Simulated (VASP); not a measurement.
Band structure of CsCl (CsCl type). All values below come from optB86b-vdW, VASP's PBE PAW potentials (set 64) (plane waves; VASP).

Unless said otherwise, spin-orbit coupling is left out, though it shifts the bands of the heavy elements here.

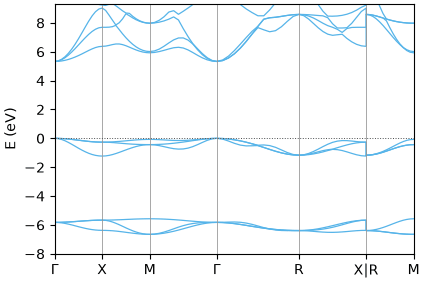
Fig. 1. Bands along high-symmetry lines, zero at the valence-band maximum or, without a gap, the Fermi level

Question: Read the plot: is there a gap, and where are the band edges?

Answer: The gap is direct, 5.33 eV, from the valence maximum at Γ to the conduction minimum at Γ. (Edges off the drawn lines would not show.)

Measured: gap 8.35 eV at 80 K (computed value off by -3.02 eV), as given by Wikipedia, Caesium chloride.

The compound is CsCl in the CsCl type structure. It was relaxed first.
